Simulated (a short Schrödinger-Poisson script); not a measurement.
System: symmetric double-gate stack, Al2O3 on p-type Ge(111), at 300 K.

```csv
layer,material,thickness (nm),Na (cm⁻³)
1,Al2O3,7.1,-
2,Ge,20,2e16
3,Al2O3,7.1,-
```

The device is made up for the run: typed textbook-type constants, with dimensions and the other settings drawn at random. Al2O3: permittivity 9, conduction-band edge (eV) 2.65, gap (eV) 6.8, electron mass (mₑ) 0.3. Ge: permittivity 16, conduction-band edge (eV) 0, gap (eV) 0.664, Nv at 300 K (cm⁻³) 6e18.

Channel valleys (confinement mass, in-plane density-of-states mass, number): L1 1.59, 0.08, 1; L3 0.09, 0.34, 3. At the gates, both at one voltage, the conduction-band edge of layer 1 lies 2.98 eV − eVg above the Fermi level of the channel. Gaps are held at their typed values at every temperature. Mesh 0.03 nm at interfaces.

Solved with a short Schrödinger-Poisson script written for these runs: 1D Poisson equation in equilibrium, electrons quantum, Hartree (BenDaniel-Duke, 12 states a valley, the channel's in-plane mass for all, wave functions ending at the dielectric), parabolic valleys, classical holes, full ionisation, no traps, pinning or gate leakage.

Only gate voltages with over 1e8 electrons/cm² are shown.

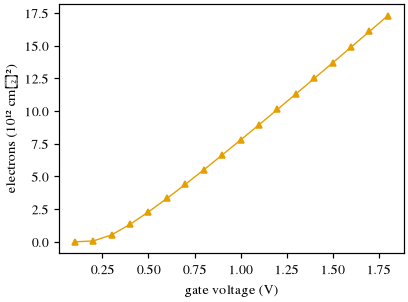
Sheet density against gate voltage

```tsv
Vg (V)	electrons (cm⁻²)	C (μF/cm²)	L1 E0 (meV)	L1 E1 (meV)	L3 E0 (meV)	L3 E1 (meV)
0.1	1.70e9	0.0107	234.6	236.2	244.5	275.6
0.2	6.41e10	0.323	140.8	142.1	150.7	181.5
0.3	5.31e11	1.11	84.3	84.4	97.2	125.6
0.4	1.34e12	1.44	53.5	53.5	75.2	100.2
0.5	2.29e12	1.59	31.8	31.8	63.6	85.6
0.6	3.32e12	1.69	14.8	14.8	56.2	75.7
0.7	4.39e12	1.75	0.6	0.6	50.9	68.5
0.8	5.50e12	1.80	-11.7	-11.7	46.9	62.8
0.9	6.64e12	1.83	-22.8	-22.8	43.5	58.0
1	7.78e12	1.85	-33.1	-33.1	40.6	54.0
1.1	8.95e12	1.87	-42.7	-42.7	38.0	50.4
1.2	1.01e13	1.89	-51.8	-51.8	35.7	47.1
1.3	1.13e13	1.90	-60.5	-60.5	33.6	44.2
1.4	1.25e13	1.91	-69.0	-69.0	31.6	41.4
1.5	1.37e13	1.92	-77.1	-77.1	29.7	38.8
1.6	1.49e13	1.93	-85.1	-85.1	27.9	36.4
1.7	1.61e13	1.93	-92.9	-92.9	26.1	34.1
1.8	1.73e13	1.94	-100.5	-100.5	24.5	32.0
```

Subbands count from the Fermi level. The capacitance is that of both gates.

Only the L valleys are kept; under strong confinement the Δ valleys of Ge fill too.
